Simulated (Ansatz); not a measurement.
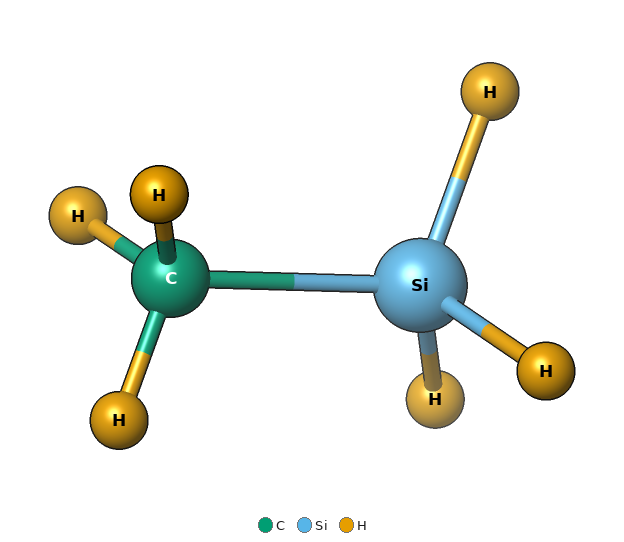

Distant atoms are faded towards the background colour. Computed geometry: PBE0-D4/def2-TZVP optimisation.

### Which symmetry elements does this geometry have?

It has 1 C3 axis and 3 mirror planes, so the point group is C3v. The group has 6 operations. The geometry is achiral, and symmetry allows a dipole moment.
